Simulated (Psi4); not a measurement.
Run report: SiHClF, property calculation

The run: property calculation of SiHClF, multiplicity 2. Method and program: M06-L/cc-pVDZ, UKS (Psi4 1.11).

The geometry comes from this level: GFN2-xTB.

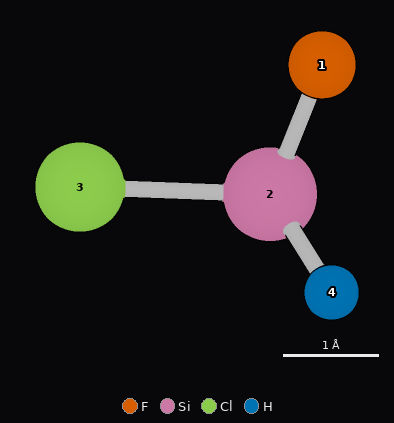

*The structure as given in the input (ball-and-stick view, seen at a tilt; atoms are numbered from 1 in the order of the input).*

Bond lengths as drawn: Cl–Si 2.01 Å, F–Si 1.62 Å and H–Si 1.45 Å.

Input (run.py):
```python
import psi4

psi4.set_memory(1600000000)
psi4.set_num_threads(1)
psi4.set_output_file('run.log', False)

geom = psi4.geometry("""
0 2
F     -1.87640356    -0.64687215     2.00783401
Si    -0.38718599    -0.42180577    -0.65656644
Cl     3.27419618    -1.03299989     0.14261763
H     -1.01060663     2.10167781    -1.49388519
units au
symmetry c1
""")

psi4.set_options({
    'basis': 'cc-pVDZ',
    'reference': 'uks',
    'puream': True,
    'scf_type': 'pk',
    'dft_radial_points': 99,
    'dft_spherical_points': 590,
    'maxiter': 150,
})

result, w = psi4.energy('M06-L', molecule=geom, return_wfn=True)
psi4.oeprop(w, 'DIPOLE', 'QUADRUPOLE', 'MULLIKEN_CHARGES', 'LOWDIN_CHARGES')
print('E =', round(result, 9))
```

Hardware: 1 thread of Intel Xeon @ 2.50GHz (Skylake/Cascade Lake), 64 GiB of memory available, shared host.

Command:
```bash
python run.py
```

Output:
```
h
    h
    h

    -----------------------------------------------------------------------

    Memory:     1.5 GiB
    Threads:    1
                ecpint, einsums, f̶o̶r̶t̶e̶, gauxc, gcp, g̶d̶m̶a̶, geometric, g̶p̶u̶_̶d̶f̶c̶c̶,
                i̶n̶t̶e̶g̶r̶a̶t̶o̶r̶x̶x̶, i̶p̶i̶, libefp, m̶d̶i̶, m̶p̶2̶d̶, m̶r̶c̶c̶, ooo,
                o̶p̶e̶n̶f̶e̶r̶m̶i̶o̶n̶p̶s̶i̶4̶, pcmsolver, p̶s̶i̶4̶f̶o̶c̶k̶c̶i̶, p̶s̶i̶x̶a̶s̶,
                p̶y̶e̶i̶n̶s̶u̶m̶s̶, r̶e̶s̶p̶, s̶i̶m̶i̶n̶t̶, s̶n̶s̶m̶p̶2̶,
                v̶2̶r̶d̶m̶_̶c̶a̶s̶s̶c̶f̶

   => Loading Basis Set <=

    Name: CC-PVDZ
    Role: ORBITAL
    Keyword: BASIS

         ---------------------------------------------------------
                                   SCF
                              UKS Reference
                        1 Threads,   1525 MiB Core
         ---------------------------------------------------------

  ==> Geometry <==

    Molecular point group: c1
    Full point group: C1

    Geometry (in Bohr), charge = 0, multiplicity = 2:

       Center              X                  Y                   Z               Mass
    ------------   -----------------  -----------------  -----------------  -----------------
         F           -2.684044338989     0.053473341565     1.727448644074    18.998403162730
         SI          -1.194826768989     0.278539721565    -0.936951805926    27.976926534650
         CL           2.466555401011    -0.332654398435    -0.137767735926    34.968852682000
         H           -1.818247408989     2.802023301565    -1.774270555926     1.007825032230

  Running in c1 symmetry.

  Rotational constants: A =      0.74253  B =      0.14489  C =      0.12351 [cm^-1]
  Rotational constants: A =  22260.38083  B =   4343.60018  C =   3702.82769 [MHz]
  Nuclear repulsion =  141.879665284982593

  Charge       = 0
  Multiplicity = 2
  Electrons    = 41
  Nalpha       = 21
  Nbeta        = 20

  ==> Algorithm <==

  SCF Algorithm Type is PK.
  DIIS enabled.
  MOM disabled.
  Fractional occupation disabled.
  Guess Type is SAD.
  Energy threshold   = 1.00e-06
  Density threshold  = 1.00e-06
  Integral threshold = 1.00e-12

  ==> Primary Basis <==

  Basis Set: CC-PVDZ
    Blend: CC-PVDZ
    Number of shells: 25
    Number of basis functions: 55
    Number of Cartesian functions: 58
    Spherical Harmonics?: true
    Max angular momentum: 2

  ==> DFT Potential <==

   => LibXC <=

    Version 7.1.2

   => Composite Functional: M06-L <=

    M06-L Meta-GGA XC Functional

    Deriv               =              1
    GGA                 =           TRUE
    Meta                =           TRUE

    Exchange Hybrid     =          FALSE
    MP2 Hybrid          =          FALSE

   => Exchange Functionals <=

    1.0000   XC_MGGA_X_M06_L

   => Correlation Functionals <=

    1.0000   XC_MGGA_C_M06_L

   => LibXC Density Thresholds  <==

    XC_MGGA_C_M06_L:  1.00E-12
    XC_MGGA_X_M06_L:  1.00E-15

   => Molecular Quadrature <=

    Radial Scheme          =       TREUTLER
    Pruning Scheme         =           NONE
    Nuclear Scheme         =       TREUTLER

    Blocking Scheme        =         OCTREE
    BS radius alpha        =              1
    Pruning alpha          =              1
    Radial Points          =             99
    Spherical Points       =            590
    Total Points           =         221379
    Total Blocks           =           1669
    Max Points             =            256
    Max Functions          =             55
    Weights Tolerance      =       1.00E-15

  ==> Integral Setup <==

  Using in-core PK algorithm.
   Calculation information:
      Number of atoms:                   4
      Number of AO shells:              25
      Number of primitives:            127
      Number of atomic orbitals:        58
      Number of basis functions:        55

      Integral cutoff                 1.00e-12
      Number of threads:                 1

  Performing in-core PK
  Using 2373140 doubles for integral storage.
  We computed 52489 shell quartets total.
  Whereas there are 52975 unique shell quartets.

  ==> DiskJK: Disk-Based J/K Matrices <==

    J tasked:                  Yes
    K tasked:                   No
    wK tasked:                  No
    Memory [MiB]:              347
    Schwarz Cutoff:          1E-12

  Cached 100.0% of DFT collocation blocks in 0.778 [GiB].

  Minimum eigenvalue in the overlap matrix is 2.0491611393E-02.
  Reciprocal condition number of the overlap matrix is 6.1533965537E-03.
    Using symmetric orthogonalization.

  ==> Pre-Iterations <==

  SCF Guess: Superposition of Atomic Densities via on-the-fly atomic UHF (no occupation information).

   -------------------------
    Irrep   Nso     Nmo
   -------------------------
     A         55      55
   -------------------------
    Total      55      55
   -------------------------

  ==> Iterations <==

                        Total Energy        Delta E     RMS |[F,P]|

   @UKS iter SAD:  -849.93547542865088   -8.49935e+02   0.00000e+00
   @UKS iter   1:  -850.10718859821429   -1.71713e-01   7.23748e-03 DIIS/ADIIS
   @UKS iter   2:  -849.99330530186057    1.13883e-01   1.28199e-02 DIIS/ADIIS
   @UKS iter   3:  -850.16292938773108   -1.69624e-01   1.62498e-03 DIIS/ADIIS
   @UKS iter   4:  -850.16686228941501   -3.93290e-03   2.99914e-04 DIIS/ADIIS
   @UKS iter   5:  -850.16701796720429   -1.55678e-04   8.41916e-05 DIIS
   @UKS iter   6:  -850.16703367270054   -1.57055e-05   4.04095e-05 DIIS
   @UKS iter   7:  -850.16703698314632   -3.31045e-06   1.25917e-05 DIIS
   @UKS iter   8:  -850.16703735287183   -3.69726e-07   3.64244e-06 DIIS
   @UKS iter   9:  -850.16703737744660   -2.45748e-08   9.41985e-07 DIIS
  Energy and wave function converged.

  ==> Post-Iterations <==

   Electrons on quadrature grid:
      Nalpha   =   21.0000012014 ; deviation = 1.201e-06
      Nbeta    =   20.0000011565 ; deviation = 1.157e-06
      Ntotal   =   41.0000023579 ; deviation = 2.358e-06

   @Spin Contamination Metric:   1.977406500E-03
   @S^2 Expected:                7.500000000E-01
   @S^2 Observed:                7.519774065E-01
   @S   Expected:                5.000000000E-01
   @S   Observed:                5.000000000E-01

    Orbital Energies [Eh]
    ---------------------

    Alpha Occupied:

       1A   -101.205556     2A    -65.922991     3A    -24.505708
       4A     -9.430084     5A     -7.135441     6A     -7.128934
       7A     -7.128372     8A     -5.325784     9A     -3.637673
      10A     -3.636059    11A     -3.633133    12A     -1.175495
      13A     -0.824905    14A     -0.528150    15A     -0.428591
      16A     -0.421857    17A     -0.401099    18A     -0.357378
      19A     -0.335961    20A     -0.326474    21A     -0.209063

    Alpha Virtual:

      22A     -0.008577    23A      0.017619    24A      0.074227
      25A      0.215267    26A      0.254138    27A      0.283353
      28A      0.303548    29A      0.321636    30A      0.343814
      31A      0.374031    32A      0.406095    33A      0.504292
      34A      0.561874    35A      0.582332    36A      0.659700
      37A      0.690279    38A      0.715390    39A      0.777017
      40A      0.807518    41A      0.841787    42A      0.898671
      43A      1.235646    44A      1.246901    45A      1.266624
      46A      1.301125    47A      1.488184    48A      1.515094
      49A      1.971882    50A      2.250272    51A      3.567508
      52A      3.571291    53A      3.612870    54A      3.634298
      55A      3.828126

    Beta Occupied:

       1A   -101.204739     2A    -65.919709     3A    -24.503336
       4A     -9.429491     5A     -7.134179     6A     -7.127792
       7A     -7.127554     8A     -5.323038     9A     -3.634989
      10A     -3.631804    11A     -3.627688    12A     -1.170000
      13A     -0.819803    14A     -0.512688    15A     -0.420572
      16A     -0.414443    17A     -0.389355    18A     -0.349353
      19A     -0.328771    20A     -0.323016

    Beta Virtual:

      21A     -0.139316    22A      0.005841    23A      0.028733
      24A      0.084566    25A      0.217823    26A      0.252393
      27A      0.282336    28A      0.307218    29A      0.346832
      30A      0.363276    31A      0.392699    32A      0.433140
      33A      0.516513    34A      0.563550    35A      0.582341
      36A      0.661846    37A      0.696706    38A      0.720439
      39A      0.775432    40A      0.812255    41A      0.852976
      42A      0.892323    43A      1.240741    44A      1.249634
      45A      1.270299    46A      1.303344    47A      1.484687
      48A      1.509860    49A      1.998386    50A      2.253806
      51A      3.574230    52A      3.577952    53A      3.620710
      54A      3.639105    55A      3.834601

    Final Occupation by Irrep:
              A
    DOCC [    20 ]
    SOCC [     1 ]
    NA   [    21 ]
    NB   [    20 ]

  @UKS Final Energy:  -850.16703737744660

   => Energetics <=

    Nuclear Repulsion Energy =            141.8796652849825932
    One-Electron Energy =               -1459.0561992065995582
    Two-Electron Energy =                 527.1099468529184833
    DFT Exchange-Correlation Energy =     -60.1004503087481652
    Empirical Dispersion Energy =           0.0000000000000000
    VV10 Nonlocal Energy =                  0.0000000000000000
    Total Energy =                       -850.1670373774466043

  UHF NO Occupations:
  HONO-2 :   19  A 1.9998799
  HONO-1 :   20  A 1.9992819
  HONO-0 :   21  A 1.0000000
  LUNO+0 :   22  A 0.0007181
  LUNO+1 :   23  A 0.0001201
  LUNO+2 :   24  A 0.0001134
  LUNO+3 :   25  A 0.0000141

Computation Completed

Properties will be evaluated at   0.000000,   0.000000,   0.000000 [a0]

Properties computed using the SCF density matrix

 Multipole Moments:

 ------------------------------------------------------------------------------------
     Multipole            Electronic (a.u.)      Nuclear  (a.u.)        Total (a.u.)
 ------------------------------------------------------------------------------------

 L = 1.  Multiply by 2.5417464519 to convert [e a0] to [Debye]
 Dipole X            :          0.6956435           -0.7707794           -0.0751359
 Dipole Y            :         -1.3766987            1.5277147            0.1510160
 Dipole Z            :          1.1389829           -1.6866096           -0.5476266
 Magnitude           :                                                    0.5730150

 ------------------------------------------------------------------------------------

	total time  =         19 seconds =       0.32 minutes

Properties will be evaluated at   0.000000,   0.000000,   0.000000 [a0]
OEProp: No title given, name of density matrix used for the following properties is 'SCF alpha density'

 Multipole Moments:

 ------------------------------------------------------------------------------------
     Multipole            Electronic (a.u.)      Nuclear  (a.u.)        Total (a.u.)
 ------------------------------------------------------------------------------------

 L = 1.  Multiply by 2.5417464519 to convert [e a0] to [Debye]
 Dipole X            :          0.6956435           -0.7707794           -0.0751359
 Dipole Y            :         -1.3766987            1.5277147            0.1510160
 Dipole Z            :          1.1389829           -1.6866096           -0.5476266
 Magnitude           :                                                    0.5730150

 L = 2.  Multiply by 1.3450342976 to convert [e a0^2] to [Debye ang]
 Quadrupole XX       :       -214.9225394          191.5556482          -23.3668913
 Quadrupole XY       :         24.8989011          -24.9944676           -0.0955665
 Quadrupole XZ       :         30.1184922          -28.6067444            1.5117478
 Quadrupole YY       :        -33.0691772           10.8444526          -22.2247246
 Quadrupole YZ       :          6.7687903           -7.0147978           -0.2460074
 Quadrupole ZZ       :        -65.4574396           42.6177061          -22.8397335
 Traceless XX        :       -110.4394874          109.8830459           -0.5564415
 Traceless YY        :         71.4138749          -70.8281497            0.5857252
 Traceless ZZ        :         39.0256125          -39.0548962           -0.0292837

 ------------------------------------------------------------------------------------
  Mulliken Charges: (a.u.)
   Center  Symbol    Alpha    Beta     Spin     Total
       1     F     4.69509  4.64715  0.04794 -0.34224
       2    SI     7.09459  6.31032  0.78427  0.59509
       3    CL     8.63630  8.55899  0.07732 -0.19529
       4     H     0.57401  0.48354  0.09048 -0.05755

   Total alpha = 21.00000, Total beta = 20.00000, Total charge = -0.00000

  Lowdin Charges: (a.u.)
   Center  Symbol    Alpha    Beta     Spin     Total
       1     F     4.59900  4.54317  0.05583 -0.14216
       2    SI     7.30228  6.50631  0.79597  0.19140
       3    CL     8.52841  8.44160  0.08681  0.02999
       4     H     0.57031  0.50892  0.06139 -0.07924

  Total alpha = 21.00000, Total beta = 20.00000, Total charge = -0.00000
```

Standard output:
```
E = -850.167037377
```

Key numbers:

- outcome: converged
- total energy: −850.167037 hartree
- basis functions: 55
- ⟨S²⟩: 0.752
- dipole moment: 1.46 D
- wall time: 21 s
- peak memory: 1.1 GiB
